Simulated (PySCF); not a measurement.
Input file:

```
{"job": {"kind": "nmr", "xc": "PBE0", "basis": "pcSseg-1"}, "charge": 0, "multiplicity": 1}
O      2.885151     1.101970    -0.699320
S      2.065943    -0.032614    -0.414022
O      2.352644    -1.274994    -1.051600
O      2.099175    -0.280024     1.173303
C      0.291316     0.367801    -0.637882
C     -0.473102    -0.923401    -0.442021
C     -1.948787    -0.598875    -0.198522
O     -2.095956     0.367806     0.824458
B     -1.122125     1.258519     1.060548
O      0.040026     1.321194     0.344007
H      2.299931     0.549515     1.611173
H      0.178868     0.803987    -1.633727
H     -0.057556    -1.418085     0.438719
H     -0.341145    -1.574919    -1.303258
H     -2.410912    -0.206909    -1.113084
H     -2.496729    -1.490403     0.120910
H     -1.273740     2.041463     1.910407
```

Command:

```sh
OMP_NUM_THREADS=1 python probes_run.py task.json out
```

Geometry: GFN2-xTB.

These are results of PySCF 2.14.0, PBE0/pcSseg-1, SCF density, gas phase, non-relativistic, not measurements.

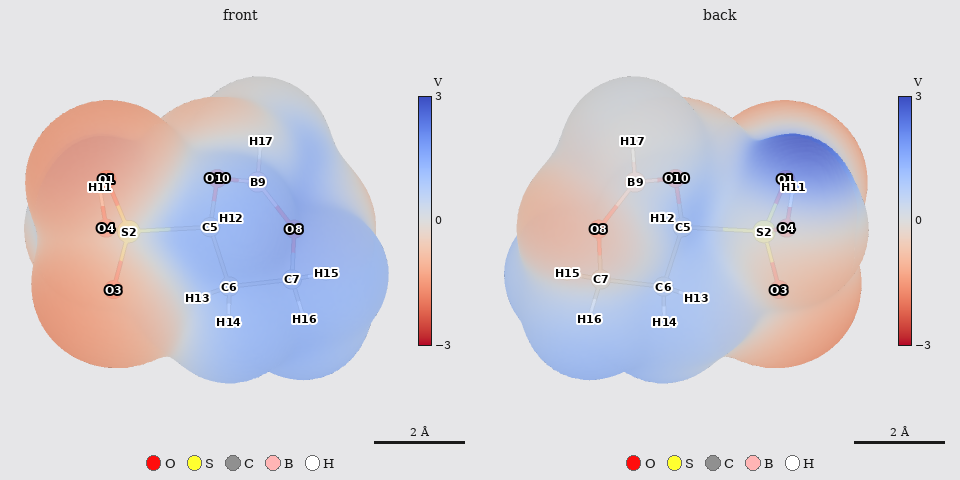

C₃H₇BO₅S (SMILES O=S(=O)(O)[C@H]1CCOBO1). The molecular electrostatic potential painted on the density surface at 0.001 e/bohr³, seen from the front and from behind; the colour scale runs from red (negative) to blue (positive).

### Which sites attract a positive test charge, and which a negative one?

A positive charge is drawn to the negative regions and a negative charge to the positive ones. The most negative region (about −1.3 V) lies over O1 and O3, the most positive (about +2.4 V) over H11.
